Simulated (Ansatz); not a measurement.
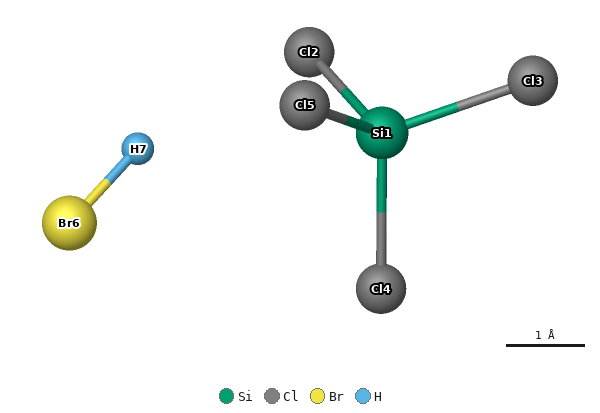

**Figure 1.** The starting structure (ball-and-stick view, seen at a tilt; atoms are numbered from 1 in the order of the input).

## Run report: SiHBrCl$_{4}$, nudged elastic band

System: SiHBrCl$_{4}$.
Method: RKS PBE-D4/def2-SVP (Ansatz 0.2.0).

One setting was made poor on purpose. It belongs to a series of runs on one base structure; here: band between the two ends. Figures and captions count atoms from 1; the log counts them from 0 in places.

**Input file**
```yaml
crystal:
  periodic: [false, false, false]
  atoms:
    - { symbol: Si, position_ang: [0.353778, 0.0, -0.098881] }
    - { symbol: Cl, position_ang: [0.363389, 0.0, 1.969685] }
    - { symbol: Cl, position_ang: [2.295555, 0.0, -0.753982] }
    - { symbol: Cl, position_ang: [-0.604646, 1.680341, -0.762893] }
    - { symbol: Cl, position_ang: [-0.604646, -1.680341, -0.762893] }
    - { symbol: Br, position_ang: [-3.514313, 0.0, 1.55894] }
    - { symbol: H, position_ang: [-2.179518, 0.0, 2.099323] }
basis:
  gaussian: { orbitals: def2-SVP }
hamiltonian:
  xc: pbe
  dispersion: d4
neb:
  order_check: false
  images: 5
  f_tol: 0.05
  max_iterations: 60
  spring: 50.0
  final_atoms:
    - { symbol: Si, position_ang: [-0.61538375, 0.0, -0.71343063] }
    - { symbol: Cl, position_ang: [0.08301232, 0.0, 3.8540829] }
    - { symbol: Cl, position_ang: [1.15734344, 0.0, 0.31268596] }
    - { symbol: Cl, position_ang: [-0.74430339, 1.67627, -1.88721058] }
    - { symbol: Cl, position_ang: [-0.74430339, -1.67627, -1.88721058] }
    - { symbol: Br, position_ang: [-2.30483918, 0.0, 0.73994483] }
    - { symbol: H, position_ang: [-0.72192705, 0.0, 2.8304371] }
  initial_path:
    images:
      - { positions_ang: [[0.353778, 0.0, -0.098881], [0.363389, 0.0, 1.969685], [2.295555, 0.0, -0.753982], [-0.604646, 1.680341, -0.762893], [-0.604646, -1.680341, -0.762893], [-3.514313, 0.0, 1.55894], [-2.179518, 0.0, 2.099323]] }
      - { positions_ang: [[0.23858132, 0.0, -0.06259297], [0.23024914, 0.0, 2.14298628], [2.20674184, 0.0, -0.72378491], [-0.73049923, 1.699594, -0.74762576], [-0.73049923, -1.699594, -0.74762576], [-3.17050615, 0.0, 1.30219026], [-1.93446869, 0.0, 2.08575185]] }
      - { positions_ang: [[0.12338464, 0.0, -0.02630495], [0.09710929, 0.0, 2.31628756], [2.11792868, 0.0, -0.69358781], [-0.85635247, 1.718847, -0.73235851], [-0.85635247, -1.718847, -0.73235851], [-2.82669929, 0.0, 1.04544052], [-1.68941938, 0.0, 2.07218071]] }
      - { positions_ang: [[0.00818796, 0.0, 0.00998308], [-0.03603057, 0.0, 2.48958884], [2.02911552, 0.0, -0.66339072], [-0.9822057, 1.7381, -0.71709127], [-0.9822057, -1.7381, -0.71709127], [-2.48289244, 0.0, 0.78869078], [-1.44437006, 0.0, 2.05860956]] }
      - { positions_ang: [[-0.19966928, 0.0, -0.23115482], [0.00365039, 0.0, 2.94442019], [1.73852482, 0.0, -0.33803183], [-0.90290493, 1.71749, -1.10713104], [-0.90290493, -1.71749, -1.10713104], [-2.42354135, 0.0, 0.77244213], [-1.20355573, 0.0, 2.31588541]] }
      - { positions_ang: [[-0.40752652, 0.0, -0.47229272], [0.04333136, 0.0, 3.39925154], [1.44793413, 0.0, -0.01267294], [-0.82360416, 1.69688, -1.49717081], [-0.82360416, -1.69688, -1.49717081], [-2.36419027, 0.0, 0.75619348], [-0.96274139, 0.0, 2.57316125]] }
      - { positions_ang: [[-0.61538375, 0.0, -0.71343063], [0.08301232, 0.0, 3.8540829], [1.15734344, 0.0, 0.31268596], [-0.74430339, 1.67627, -1.88721058], [-0.74430339, -1.67627, -1.88721058], [-2.30483918, 0.0, 0.73994483], [-0.72192705, 0.0, 2.8304371]] }
```

Launch command:
```bash
ansatz run input.yaml --threads 4 --pin off --max-ram 5120MiB --backend cpu --events-out ev --progress --plain --runs-dir out
```

**Output**
```
Engine: ansatz 0.2.0, x86_64-unknown-linux-gnu
Functional definition: PBE
  parameter kappa = 0.804
  parameter beta = 0.06672455060314922
  exchange = pbe_x(kappa = kappa, mu = beta*pi^2/3)
  correlation = pbe_c(beta = beta)
1379 factors; their error is unknown
mean field evaluation 1: about -127973.9686 eV, gradient 1.8e1 eV
mean field evaluation 2: about -127973.4985 eV, gradient 2.2e1 eV
mean field evaluation 4: about -127974.6959 eV, gradient 7.4e-1 eV
mean field evaluation 8: about -127974.5694 eV, gradient 7.3e-2 eV
mean field evaluation 16: about -127974.5694 eV, gradient 1.7e-5 eV
mean field -127974.56941666 eV, -4702.9786817834 hartree, gradient 1.7e-5 eV, S^2 0.000000; 0 other end points of the search recorded, 0 dependent functions left out
the calculation of the forces begins
reference -127974.56944937 eV, -4702.9786829855 hartree; 59, 59 occupied and 68, 68 virtual orbitals, 1379 factors
1379 factors; their error is unknown
mean field evaluation 32: about -127974.4552 eV, gradient 3.3e-5 eV
mean field -127974.45515421 eV, -4702.9744827160 hartree, gradient 3.3e-5 eV, S^2 0.000000; 0 other end points of the search recorded, 0 dependent functions left out
[... from here on the field's lines of each further geometry are left out, up to the last ...]
NEB iter   1: max|band force component| = 8.964e0 eV/Å  barrier→ = 3.4167 eV  barrier← = 3.2895 eV  Δτ_max = 0.2000 Å  (250 SCF iters)
NEB iter   2: max|band force component| = 6.526e0 eV/Å  barrier→ = 2.9604 eV  barrier← = 2.8331 eV  Δτ_max = 0.2000 Å  (150 SCF iters)
NEB iter   3: max|band force component| = 4.015e0 eV/Å  barrier→ = 2.7294 eV  barrier← = 2.6021 eV  Δτ_max = 0.2000 Å  (147 SCF iters)
NEB iter   4: max|band force component| = 1.834e0 eV/Å  barrier→ = 1.5749 eV  barrier← = 1.4477 eV  Δτ_max = 0.0997 Å  (150 SCF iters)
NEB iter   5: max|band force component| = 7.041e-1 eV/Å  barrier→ = 1.4309 eV  barrier← = 1.3036 eV  Δτ_max = 0.0567 Å  (137 SCF iters)
NEB iter   6: max|band force component| = 3.881e-1 eV/Å  barrier→ = 1.3951 eV  barrier← = 1.2679 eV  CI = image 3  Δτ_max = 0.1598 Å  (129 SCF iters)
NEB iter   7: max|band force component| = 5.173e-1 eV/Å  barrier→ = 1.4533 eV  barrier← = 1.3261 eV  CI = image 3  Δτ_max = 0.0736 Å  (140 SCF iters)
NEB iter   8: max|band force component| = 2.712e-1 eV/Å  barrier→ = 1.4485 eV  barrier← = 1.3213 eV  CI = image 3  Δτ_max = 0.0211 Å  (135 SCF iters)
NEB iter   9: max|band force component| = 1.109e-1 eV/Å  barrier→ = 1.4475 eV  barrier← = 1.3203 eV  CI = image 3  Δτ_max = 0.0098 Å  (128 SCF iters)
the calculation of the forces begins
reference -127974.24450716 eV, -4702.9667415796 hartree; 59, 59 occupied and 68, 68 virtual orbitals, 1379 factors
1379 factors; their error is unknown
mean field -127973.08732985 eV, -4702.9242160978 hartree, gradient 8.6e-5 eV, S^2 0.000000; 1 other end points of the search recorded, 0 dependent functions left out
the calculation of the forces begins
reference -127973.08736033 eV, -4702.9242172182 hartree; 59, 59 occupied and 68, 68 virtual orbitals, 1379 factors
NEB iter  10: max|band force component| = 3.447e-2 eV/Å  barrier→ = 1.4464 eV  barrier← = 1.3191 eV  CI = image 3  Δτ_max = 0.0000 Å  (270 SCF iters)
```

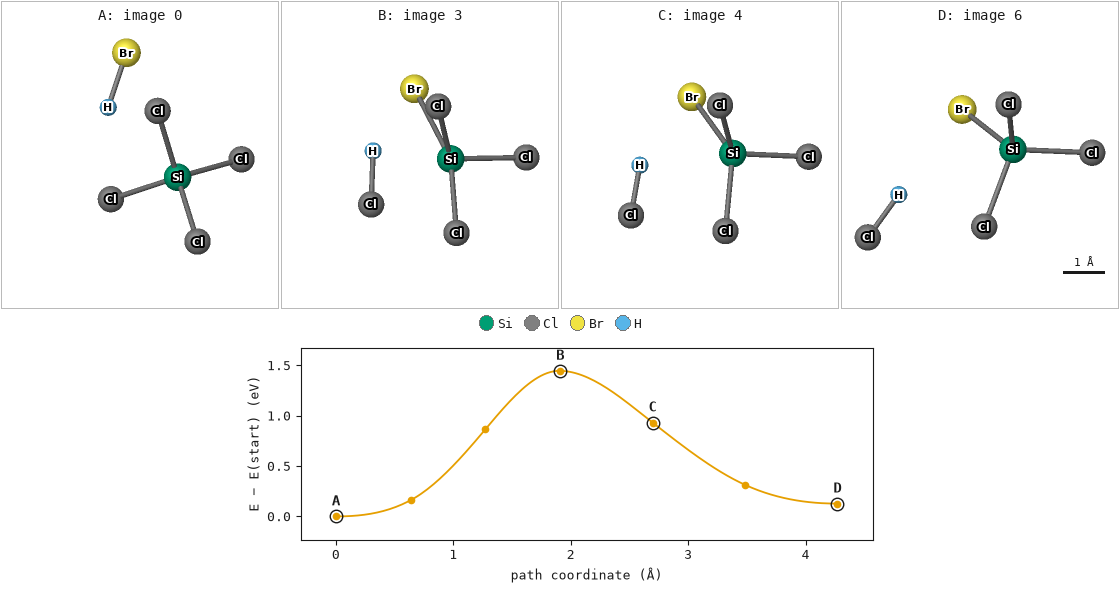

**Figure 2.** Images of the last band (counted from 0; ball-and-stick, seen at a tilt) above the energy along the path; the line is a cubic interpolation that uses the forces. The highest image is number 3, 1.446 eV above the start and 1.319 eV above the end (the climbing image); the end lies 0.127 eV above the start. The path is 4.27 Å long. The band converged in 10 iterations.

```
Total energy: -127973.48577145 eV, -4702.9388585565 hartree
Atom 0 at    -0.337409    -0.000000    -0.086058 Å, force    -0.011826     0.000000     0.023720 eV/Å
Atom 1 at     0.151779     0.000000     2.382135 Å, force    -0.035055    -0.000000     0.003299 eV/Å
Atom 2 at     1.749214     0.000000    -0.263151 Å, force     0.015436     0.000000    -0.008214 eV/Å
Atom 3 at    -0.774916     1.767937    -1.066769 Å, force    -0.005235     0.016011    -0.005626 eV/Å
Atom 4 at    -0.774916    -1.767937    -1.066769 Å, force    -0.005235    -0.016011    -0.005626 eV/Å
Atom 5 at    -2.607513     0.000000     1.032967 Å, force    -0.002151     0.000000    -0.021251 eV/Å
Atom 6 at    -1.296640    -0.000000     2.316943 Å, force     0.044068     0.000000     0.013699 eV/Å
Dipole moment:    -0.085792     0.000000     0.266088 e Å
this run last wrote the band of iteration 10 to [file]
```

**The last band as extended XYZ (Å, eV, eV/Å)**
```
7
Properties=species:S:1:pos:R:3:forces:R:3 image=0 energy=-127974.93213
Si    0.3538    0.0000   -0.0989    0.0107   0.0000  -0.0032
Cl    0.3634    0.0000    1.9697    0.0074   0.0000  -0.0004
Cl    2.2956    0.0000   -0.7540   -0.0047   0.0000   0.0077
Cl   -0.6046    1.6803   -0.7629   -0.0063   0.0009   0.0009
Cl   -0.6046   -1.6803   -0.7629   -0.0063  -0.0009   0.0009
Br   -3.5143    0.0000    1.5589   -0.0016   0.0000   0.0017
H    -2.1795    0.0000    2.0993    0.0007   0.0000  -0.0076
7
Properties=species:S:1:pos:R:3:forces:R:3 image=1 energy=-127974.77104
Si    0.1674    0.0000   -0.0546    0.2519   0.0000  -0.0382
Cl    0.2626    0.0000    2.0350    0.0581   0.0000  -0.1296
Cl    2.1460    0.0000   -0.5686    0.2055   0.0000  -0.2044
Cl   -0.7155    1.6827   -0.8154    0.0353  -0.0347   0.1352
Cl   -0.7155   -1.6827   -0.8154    0.0353   0.0347   0.1352
Br   -3.1323    0.0000    1.3478   -0.3235   0.0000   0.1596
H    -1.9031    0.0000    2.1205   -0.2625   0.0000  -0.0578
7
Properties=species:S:1:pos:R:3:forces:R:3 image=2 energy=-127974.06668
Si   -0.0857    0.0000   -0.0218    0.5648   0.0000   0.1598
Cl    0.2128    0.0000    2.1608    0.1906   0.0000  -0.5213
Cl    1.9380    0.0000   -0.3791    0.4174   0.0000  -0.3302
Cl   -0.7571    1.7168   -0.9488   -0.0005  -0.1156   0.2715
Cl   -0.7571   -1.7168   -0.9488   -0.0005   0.1156   0.2715
Br   -2.8012    0.0000    1.2073   -0.4272   0.0000   0.4104
H    -1.6402    0.0000    2.1796   -0.7445   0.0000  -0.2615
7
Properties=species:S:1:pos:R:3:forces:R:3 image=3 energy=-127973.48574
Si   -0.3374    0.0000   -0.0861   -0.0118   0.0000   0.0237
Cl    0.1518    0.0000    2.3821   -0.0351   0.0000   0.0033
Cl    1.7492    0.0000   -0.2632    0.0154   0.0000  -0.0082
Cl   -0.7749    1.7679   -1.0668   -0.0052   0.0160  -0.0056
Cl   -0.7749   -1.7679   -1.0668   -0.0052  -0.0160  -0.0056
Br   -2.6075    0.0000    1.0330   -0.0022   0.0000  -0.0213
H    -1.2966    0.0000    2.3169    0.0441   0.0000   0.0137
7
Properties=species:S:1:pos:R:3:forces:R:3 image=4 energy=-127973.99946
Si   -0.4832    0.0000   -0.3301   -0.1847   0.0000  -0.3156
Cl    0.1548    0.0000    2.8478    0.0327   0.0000   0.5332
Cl    1.5660    0.0000   -0.0404   -0.2044   0.0000   0.2172
Cl   -0.7683    1.7796   -1.3190   -0.0286   0.0203  -0.2961
Cl   -0.7683   -1.7796   -1.3190   -0.0286  -0.0203  -0.2961
Br   -2.4608    0.0000    0.8775    0.1622   0.0000  -0.1236
H    -1.1306    0.0000    2.5325    0.2513   0.0000   0.2810
7
Properties=species:S:1:pos:R:3:forces:R:3 image=5 energy=-127974.61812
Si   -0.5548    0.0000   -0.5416   -0.0619   0.0000  -0.1425
Cl    0.1573    0.0000    3.3182    0.0215   0.0000   0.3134
Cl    1.3498    0.0000    0.2041   -0.1541   0.0000   0.1446
Cl   -0.7631    1.7297   -1.6221   -0.0160  -0.0338  -0.2083
Cl   -0.7631   -1.7297   -1.6221   -0.0160   0.0338  -0.2083
Br   -2.3324    0.0000    0.8361    0.0952   0.0000  -0.0108
H    -0.9839    0.0000    2.6765    0.1314   0.0000   0.1119
7
Properties=species:S:1:pos:R:3:forces:R:3 image=6 energy=-127974.80488
Si   -0.6154    0.0000   -0.7134   -0.0158   0.0000  -0.0032
Cl    0.0830    0.0000    3.8541   -0.0059   0.0000  -0.0075
Cl    1.1573    0.0000    0.3127    0.0076   0.0000   0.0041
Cl   -0.7443    1.6763   -1.8872    0.0012   0.0026   0.0006
Cl   -0.7443   -1.6763   -1.8872    0.0012  -0.0026   0.0006
Br   -2.3048    0.0000    0.7399    0.0050   0.0000  -0.0049
H    -0.7219    0.0000    2.8304    0.0067   0.0000   0.0103
```

**Summary**

```csv
quantity,value
outcome,converged
"barrier, forward",1.446 eV
"barrier, backward",1.319 eV
hardware,"4 threads of Intel Xeon (Granite Rapids), 192 GiB of memory available, shared host"
wall time,43 s (CPU time 2.6 min)
peak memory,0.23 GiB
```

A deliberately poor setting: spring. The order of the saddle point was not checked.
